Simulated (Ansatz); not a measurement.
**SiH₂ (triplet): one geometry, many settings at distance Si1–H2 = 3.933 Å**

Aim: run SiH₂ (triplet) at one geometry under a spread of methods and options, and see what each costs and gives.

Program: Ansatz 0.2.0, Gaussian basis. Level of theory: the settings change from run to run. These are calculated values, not measurements.

17 further runs of the same task are left out: 14 that didn't finish, 3 set aside as unsound or not needed.

## Step 1: The system

The geometry derives from a PBE0/def2-TZVP stationary point (not a proven minimum). One bond is set to the value named and the two fragments are kept rigid.

3 atoms, charge 0, spin multiplicity 3.

Atoms are counted from 1 here; the program's logs count them from 0.

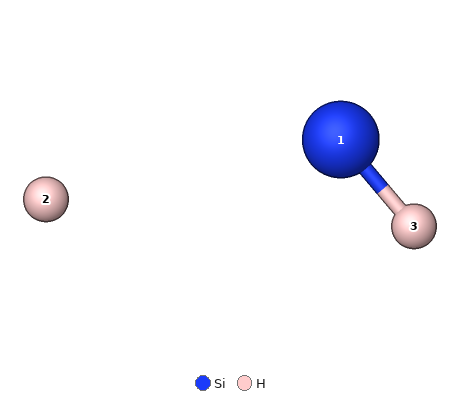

The structure; silicon blue, hydrogen pink; atoms are numbered from 1 in the order of the file.

## Step 2: CASCI(2,3)/def2-SVPD

The input, in.yaml:

```yaml
crystal:
  periodic: [false, false, false]
  atoms:
    - {symbol: Si, position_ang: [0.000000, -0.092515, 0.070487]}
    - {symbol: H, position_ang: [0.000000, 1.912730, -3.312926]}
    - {symbol: H, position_ang: [0.000000, 0.665137, 1.348861]}
basis:
  gaussian: {orbitals: def2-SVPD}
magnetization: {spin_polarized: false, initial_magnetization: 2}
correlation: {active_space: {window: {electrons: 2, orbitals: 3}, fixed_orbitals: true}}
output: {forces: true}
```

Launch:

```bash
ansatz run in.yaml --threads 1 --pin off --events-out ev --progress --plain --max-ram 2393MiB
```

Standard output:

```text
Functional definition: HF
  name "HF"
  cite "Fock, Z. Phys. 61, 126 (1930) doi:10.1007/BF01340294"
  parent pbe
  exchange = exact_x
  correlation = 0
388 factors; integrals over basis functions are off by at most 1.2e-3 eV
mean field evaluation 1: about -7885.9795 eV, gradient 7.5e0 eV
mean field evaluation 2: about -7885.9796 eV, gradient 7.5e0 eV
mean field evaluation 4: about -7886.6202 eV, gradient 1.9e0 eV
mean field evaluation 8: about -7886.6766 eV, gradient 1.1e-3 eV
mean field evaluation 16: about -7886.6627 eV, gradient 2.6e-4 eV
mean field evaluation 32: about -7886.6765 eV, gradient 1.6e-2 eV
mean field -7886.67655690 eV, -289.8300176845 hartree, gradient 1.5e-6 eV, S^2 2.000000; 6 other end points of the search recorded, 0 dependent functions left out
reference -7886.67655690 eV, -289.8300176845 hartree; 9, 7 occupied and 31, 33 virtual orbitals, 388 factors
state -7886.67655690 eV, -289.8300176845 hartree
the calculation of the forces begins
mean field evaluation 64: about -7886.6766 eV, gradient 1.5e-6 eV
Total energy: -7886.67655690 eV, -289.8300176845 hartree
Atom 0 at     0.000000    -0.092515     0.070487 Å, force    -0.000000    -0.317439    -0.523110 eV/Å
Atom 1 at     0.000000     1.912730    -3.312926 Å, force     0.000000     0.002528    -0.001857 eV/Å
Atom 2 at     0.000000     0.665137     1.348861 Å, force     0.000000     0.314910     0.524967 eV/Å
Dipole moment:     0.000000     0.038231     0.061002 e Å
```

Wall time 0.39 s (1 thread of Arm Neoverse V2, shared host).

From the report: 4 determinants; active occupations 1.00, 1.00, 0.00. With so small a space the active step adds no correlation: the energy is the mean field's.

## Step 3: BCCD on UHF/6-31G

The input, in.yaml:

```yaml
crystal:
  periodic: [false, false, false]
  atoms:
    - {symbol: Si, position_ang: [0.000000, -0.092515, 0.070487]}
    - {symbol: H, position_ang: [0.000000, 1.912730, -3.312926]}
    - {symbol: H, position_ang: [0.000000, 0.665137, 1.348861]}
basis:
  gaussian: {orbitals: 6-31G}
magnetization: {spin_polarized: true, initial_magnetization: 2}
hamiltonian: {pseudopotentials: {relativity: scalar}}
correlation: {method: bccd, electrons: all}
accuracy: high
scf: {lower_state_search: off}
output: {forces: true}
```

Launched as before.

Standard output (excerpt; [...] marks lines left out):

```text
Functional definition: HF
  name "HF"
  cite "Fock, Z. Phys. 61, 126 (1930) doi:10.1007/BF01340294"
  parent pbe
[...]
334 factors; integrals over basis functions are off by at most 3.5e-9 eV
[...]
mean field -7903.12806657 eV, -290.4345995138 hartree, gradient 3.0e-8 eV, S^2 2.004036; 0 other end points of the search recorded, 0 dependent functions left out
reference -7903.12806657 eV, -290.4345995138 hartree; 9, 7 occupied and 8, 10 virtual orbitals, 334 factors
second order -0.89410066 eV of doubles, -0.00000000 eV of singles
cycle   1  -1.13737754 eV  change   -2.4e-1 eV  update   5.0e-2
[...]
cycle  35  -1.28794289 eV  change    1.1e-9 eV  update   1.3e-9
[...]
Total energy: -7904.41600945 eV, -290.4819305418 hartree
Relativity: scalar
Atom 0 at     0.000000    -0.092515     0.070487 Å, force     0.000000    -0.788423    -1.321819 eV/Å
Atom 1 at     0.000000     1.912730    -3.312926 Å, force     0.000000     0.000978     0.001493 eV/Å
Atom 2 at     0.000000     0.665137     1.348861 Å, force    -0.000000     0.787445     1.320325 eV/Å
Dipole moment:     0.000000     0.063172     0.097297 e Å
Checks for a lower state left out: starts, cluster_reference, orbital_swaps, neighbouring_geometries, increment
```

Run time: 1.1 s. Hardware: 1 thread of Arm Neoverse V2, shared host.

From the report: ⟨S²⟩ of the determinant 2.004 (pure triplet: 2.00); correlation -1.2879 eV; largest double amplitude 0.08.

## Step 4: MRCISD+Q(2,4)/cc-pVDZ

The input, in.yaml:

```yaml
crystal:
  periodic: [false, false, false]
  atoms:
    - {symbol: Si, position_ang: [0.000000, -0.092515, 0.070487]}
    - {symbol: H, position_ang: [0.000000, 1.912730, -3.312926]}
    - {symbol: H, position_ang: [0.000000, 0.665137, 1.348861]}
basis:
  gaussian: {orbitals: cc-pVDZ}
magnetization: {spin_polarized: false, initial_magnetization: 2}
correlation: {method: fic_mrcisd_q, electrons: outside_noble_gas, active_space: {window: {electrons: 2, orbitals: 4}}}
```

Launched as before.

Standard output (excerpt; [...] marks lines left out):

```text
Functional definition: HF
  name "HF"
  cite "Fock, Z. Phys. 61, 126 (1930) doi:10.1007/BF01340294"
  parent pbe
[...]
276 factors; integrals over basis functions are off by at most 5.6e-4 eV
[...]
mean field -7889.22737680 eV, -289.9237585869 hartree, gradient 1.1e-6 eV, S^2 2.000000; 6 other end points of the search recorded, 0 dependent functions left out
reference -7889.22737680 eV, -289.9237585869 hartree; 9, 7 occupied and 19, 21 virtual orbitals, 276 factors
state -7889.22770166 eV, -289.9237705253 hartree
contracted CI cycle   1: correlation 0.00000000 eV, 0.0000000000 hartree, residual 1.01e1 eV
contracted CI cycle   2: correlation -2.31278835 eV, -0.0849934042 hartree, residual 2.09e0 eV
contracted CI cycle   3: correlation -2.43015024 eV, -0.0893063741 hartree, residual 9.15e-1 eV
contracted CI cycle   4: correlation -2.45232769 eV, -0.0901213805 hartree, residual 4.63e-1 eV
contracted CI cycle   5: correlation -2.45692580 eV, -0.0902903578 hartree, residual 2.20e-1 eV
contracted CI cycle   6: correlation -2.45804706 eV, -0.0903315633 hartree, residual 9.40e-2 eV
contracted CI cycle   7: correlation -2.45829359 eV, -0.0903406232 hartree, residual 4.60e-2 eV
contracted CI cycle   8: correlation -2.45834629 eV, -0.0903425598 hartree, residual 2.37e-2 eV
contracted CI cycle   9: correlation -2.45835831 eV, -0.0903430016 hartree, residual 1.05e-2 eV
contracted CI cycle  10: correlation -2.45836070 eV, -0.0903430894 hartree, residual 3.92e-3 eV
contracted CI cycle  11: correlation -2.45836108 eV, -0.0903431034 hartree, residual 1.60e-3 eV
contracted CI cycle  12: correlation -2.45836114 eV, -0.0903431057 hartree, residual 8.09e-4 eV
state -7889.22770166 eV, -289.9237705253 hartree; corrected -7891.87547378 eV, -290.0210743560 hartree
WARN: 2 active orbitals are nearly empty or full. The corrections depend on them more than the energy does, and are more stable in an active space without them
Total energy: -7891.87547378 eV, -290.0210743560 hartree
```

Run time: 1.6 s. Hardware: 1 thread of Arm Neoverse V2, shared host.

From the report: 16 determinants; active occupations 1.00, 1.00, 0.00, 0.00. The report marks this result as in doubt.

## Step 5: MP2 on UHF/cc-pVDZ

The input, in.yaml:

```yaml
crystal:
  periodic: [false, false, false]
  atoms:
    - {symbol: Si, position_ang: [0.000000, -0.092515, 0.070487]}
    - {symbol: H, position_ang: [0.000000, 1.912730, -3.312926]}
    - {symbol: H, position_ang: [0.000000, 0.665137, 1.348861]}
basis:
  gaussian: {orbitals: cc-pVDZ}
magnetization: {spin_polarized: true, initial_magnetization: 2}
correlation: {method: mp2, electrons: all}
```

The command is unchanged.

Standard output:

```text
Functional definition: HF
  name "HF"
  cite "Fock, Z. Phys. 61, 126 (1930) doi:10.1007/BF01340294"
  parent pbe
  exchange = exact_x
  correlation = 0
276 factors; integrals over basis functions are off by at most 5.6e-4 eV
mean field evaluation 1: about -7888.6400 eV, gradient 6.4e0 eV
mean field evaluation 2: about -7888.6412 eV, gradient 6.4e0 eV
mean field evaluation 4: about -7889.3377 eV, gradient 4.3e-1 eV
mean field evaluation 8: about -7889.3407 eV, gradient 3.5e-2 eV
mean field evaluation 16: about -7889.3416 eV, gradient 6.3e-7 eV
mean field evaluation 32: about -7888.4144 eV, gradient 1.2e-6 eV
mean field evaluation 64: about -7889.3412 eV, gradient 3.5e-2 eV
mean field evaluation 96: about -7889.3228 eV, gradient 1.6e-6 eV
mean field -7889.34156228 eV, -289.9279548261 hartree, gradient 7.8e-7 eV, S^2 2.037407; 10 other end points of the search recorded, 0 dependent functions left out
reference -7889.34156228 eV, -289.9279548261 hartree; 9, 7 occupied and 19, 21 virtual orbitals, 276 factors
second order -1.90992832 eV of doubles, -0.00000000 eV of singles
Total energy: -7891.25149060 eV, -289.9981433971 hartree
```

It took 0.3 s on 1 thread of Arm Neoverse V2, shared host.

From the report: ⟨S²⟩ of the determinant 2.037 (pure triplet: 2.00).

## Step 6: CASSCF(6,7)/cc-pVDZ

in.yaml: that of step 5 with these lines changed.

```diff
@@ -8,3 +8,3 @@
   gaussian: {orbitals: cc-pVDZ}
-magnetization: {spin_polarized: true, initial_magnetization: 2}
-correlation: {method: mp2, electrons: all}
+magnetization: {spin_polarized: false, initial_magnetization: 2}
+correlation: {active_space: {window: {electrons: 6, orbitals: 7}}}
```

The command is unchanged.

Standard output:

```text
Functional definition: HF
  name "HF"
  cite "Fock, Z. Phys. 61, 126 (1930) doi:10.1007/BF01340294"
  parent pbe
  exchange = exact_x
  correlation = 0
276 factors; integrals over basis functions are off by at most 5.6e-4 eV
mean field evaluation 1: about -7888.5431 eV, gradient 7.4e0 eV
mean field evaluation 2: about -7888.5443 eV, gradient 7.4e0 eV
mean field evaluation 4: about -7889.1713 eV, gradient 1.9e0 eV
mean field evaluation 8: about -7889.2274 eV, gradient 8.3e-4 eV
mean field evaluation 16: about -7889.2096 eV, gradient 1.7e-4 eV
mean field evaluation 32: about -7889.2199 eV, gradient 1.1e-1 eV
mean field -7889.22737680 eV, -289.9237585869 hartree, gradient 1.1e-6 eV, S^2 2.000000; 6 other end points of the search recorded, 0 dependent functions left out
reference -7889.22737680 eV, -289.9237585869 hartree; 9, 7 occupied and 19, 21 virtual orbitals, 276 factors
state -7890.39789930 eV, -289.9667744955 hartree
Total energy: -7890.39789930 eV, -289.9667744955 hartree
```

It took 6 s on 1 thread of Arm Neoverse V2, shared host.

From the report: 1,225 determinants; active occupations 1.98, 1.92, 1.00, 1.00, 0.06, 0.03, 0.01.

## Step 7: CCSDT(Q) on ROHF/6-31++G**

in.yaml: that of step 6 with these lines changed.

```diff
@@ -7,4 +7,5 @@
 basis:
-  gaussian: {orbitals: cc-pVDZ}
+  gaussian: {orbitals: "6-31++G**"}
 magnetization: {spin_polarized: false, initial_magnetization: 2}
-correlation: {active_space: {window: {electrons: 6, orbitals: 7}}}
+correlation: {method: ccsdt_q, electrons: outside_noble_gas}
+output: {forces: true}
```

Same command.

Standard output:

```text
Functional definition: HF
  name "HF"
  cite "Fock, Z. Phys. 61, 126 (1930) doi:10.1007/BF01340294"
  parent pbe
  exchange = exact_x
  correlation = 0
516 factors; integrals over basis functions are off by at most 1.9e-7 eV
mean field evaluation 1: about -7887.8038 eV, gradient 7.7e0 eV
mean field evaluation 2: about -7887.8058 eV, gradient 7.8e0 eV
mean field evaluation 4: about -7888.7338 eV, gradient 1.9e0 eV
mean field evaluation 8: about -7888.7872 eV, gradient 2.1e-4 eV
mean field evaluation 16: about -7888.7845 eV, gradient 8.9e-2 eV
mean field evaluation 32: about -7888.7698 eV, gradient 7.3e-3 eV
mean field evaluation 64: about -7888.7870 eV, gradient 3.6e-2 eV
mean field evaluation 96: about -7885.1412 eV, gradient 3.8e0 eV
mean field evaluation 128: about -7888.7820 eV, gradient 6.3e-1 eV
mean field evaluation 160: about -7885.1098 eV, gradient 9.2e-1 eV
mean field -7888.78718327 eV, -289.9075817731 hartree, gradient 2.2e-6 eV, S^2 2.000000; 7 other end points of the search recorded, 0 dependent functions left out
mean field evaluation 192: about -7888.7998 eV, gradient 2.5e0 eV
mean field evaluation 224: about -7887.9596 eV, gradient 1.3e-1 eV
determinant -7888.78718327 eV, -289.9075817731 hartree, with singles and doubles -7891.09156169 eV, -289.9922661183 hartree
determinant -7888.76752658 eV, -289.9068594032 hartree, with singles and doubles -7891.07412768 eV, -289.9916254302 hartree
determinant -7888.78718327 eV, -289.9075817731 hartree, with singles and doubles -7891.08832522 eV, -289.9921471801 hartree
determinant -7888.76752658 eV, -289.9068594032 hartree, with singles and doubles -7891.07096781 eV, -289.9915093069 hartree
mean field evaluation 256: about -7888.7872 eV, gradient 2.9e-6 eV
5 core orbitals not correlated: weight in the atoms' cores, before any rotation towards them, 1.000 or more for the frozen orbitals, at most 0.000 for the correlated occupied ones
reference -7888.78718327 eV, -289.9075817731 hartree; 4, 2 occupied and 26, 28 virtual orbitals, 516 factors
second order -1.67915995 eV of doubles, -0.05040925 eV of singles
cycle   1  -2.11633478 eV  change   -3.9e-1 eV  update   5.8e-2
cycle   2  -2.33996406 eV  change   -2.2e-1 eV  update   2.6e-2
cycle   3  -2.35234384 eV  change   -1.2e-2 eV  update   6.9e-3
cycle   4  -2.35456920 eV  change   -2.2e-3 eV  update   2.1e-3
cycle   5  -2.35361052 eV  change    9.6e-4 eV  update   9.4e-4
cycle   6  -2.35348704 eV  change    1.2e-4 eV  update   4.8e-4
cycle   7  -2.35372777 eV  change   -2.4e-4 eV  update   3.1e-4
cycle   8  -2.35375635 eV  change   -2.9e-5 eV  update   2.4e-4
cycle   9  -2.35362516 eV  change    1.3e-4 eV  update   2.0e-4
cycle  10  -2.35369431 eV  change   -6.9e-5 eV  update   1.4e-4
cycle  11  -2.35375958 eV  change   -6.5e-5 eV  update   8.2e-5
cycle  12  -2.35377733 eV  change   -1.8e-5 eV  update   5.1e-5
cycle  13  -2.35374720 eV  change    3.0e-5 eV  update   4.0e-5
cycle  14  -2.35371694 eV  change    3.0e-5 eV  update   2.7e-5
cycle  15  -2.35372356 eV  change   -6.6e-6 eV  update   1.8e-5
cycle  16  -2.35373553 eV  change   -1.2e-5 eV  update   1.1e-5
cycle  17  -2.35374028 eV  change   -4.8e-6 eV  update   6.8e-6
cycle  18  -2.35373747 eV  change    2.8e-6 eV  update   3.9e-6
cycle  19  -2.35373561 eV  change    1.9e-6 eV  update   2.2e-6
cycle  20  -2.35373574 eV  change   -1.3e-7 eV  update   1.3e-6
cycle  21  -2.35373599 eV  change   -2.5e-7 eV  update   9.1e-7
cycle  22  -2.35373607 eV  change   -7.3e-8 eV  update   7.0e-7
cycle  23  -2.35373590 eV  change    1.7e-7 eV  update   6.8e-7
cycle  24  -2.35373583 eV  change    7.3e-8 eV  update   5.5e-7
cycle  25  -2.35373585 eV  change   -2.8e-8 eV  update   5.1e-7
cycle  26  -2.35373594 eV  change   -8.6e-8 eV  update   3.9e-7
cycle  27  -2.35373593 eV  change    7.3e-9 eV  update   3.2e-7
cycle  28  -2.35373594 eV  change   -6.3e-9 eV  update   1.9e-7
cycle  29  -2.35373592 eV  change    1.5e-8 eV  update   1.4e-7
cycle  30  -2.35373589 eV  change    3.4e-8 eV  update   1.1e-7
cycle  31  -2.35373588 eV  change    1.2e-8 eV  update   5.3e-8
cycle  32  -2.35373588 eV  change   -2.1e-9 eV  update   2.6e-8
cycle  33  -2.35373589 eV  change   -6.1e-9 eV  update   1.8e-8
cycle  34  -2.35373589 eV  change   -3.7e-9 eV  update   1.9e-8
cycle  35  -2.35373589 eV  change  -2.6e-11 eV  update   1.6e-8
cycle  36  -2.35373589 eV  change    1.0e-9 eV  update   1.2e-8
cycle  37  -2.35373589 eV  change   -5.2e-9 eV  update   1.1e-8
cycle   1  -2.35373586 eV  update   2.5e-8
cycle   2  -2.35373586 eV  change    7.2e-9 eV  update   7.9e-9
perturbative correction -0.00085112 eV, -0.0000312780 hartree
the calculation of the forces begins
Total energy: -7891.14177024 eV, -289.9941112483 hartree
Atom 0 at     0.000000    -0.092515     0.070487 Å, force    -0.000000    -0.319084    -0.531509 eV/Å
Atom 1 at     0.000000     1.912730    -3.312926 Å, force     0.000000     0.001041     0.000287 eV/Å
Atom 2 at     0.000000     0.665137     1.348861 Å, force     0.000000     0.318044     0.531222 eV/Å
Dipole moment:     0.000000     0.025727     0.043183 e Å
```

It took 35 s on 1 thread of Arm Neoverse V2, shared host; peak memory 0.38 GiB.

From the report: correlation -2.3546 eV; T1 0.018; largest double amplitude 0.07.

## Step 8: The runs in one table

Where basis and cores are those of an earlier FCI/cc-pVDZ run (-7891.8251 eV), and the state is the same kind, the miss against it is given. † marks a result that the program doubts.

```csv
level,correlated,functions,energy (eV),from FCI (meV),time
"CASCI(2,3)/def2-SVPD",,40,-7886.6766,,0.39 s
BCCD on UHF/6-31G (relativity set),all,17,-7904.4160,,1.1 s
"MRCISD+Q(2,4)/cc-pVDZ †",outside noble gas,28,-7891.8755,-50.4,1.6 s
MP2 on UHF/cc-pVDZ,all,28,-7891.2515,,0.3 s
"CASSCF(6,7)/cc-pVDZ",,28,-7890.3979,1427.2,6 s
CCSDT(Q) on ROHF/6-31++G**,outside noble gas,35,-7891.1418,,35 s
```

## Step 9: Outcome

| quantity | value |
| --- | --- |
| runs | 6 |
| quickest | MP2 on UHF/cc-pVDZ, 0.3 s |
| slowest | CCSDT(Q) on ROHF/6-31++G**, 35 s |

**Reading.** Total energies in different bases, with other cores or another treatment of relativity can't be set against each other. CCSDT(Q) on ROHF/6-31++G** took 115 times as long as MP2 on UHF/cc-pVDZ; the jobs differ in more than the method. Hartree-Fock, CASSCF and CASCI lack dynamic correlation by design.
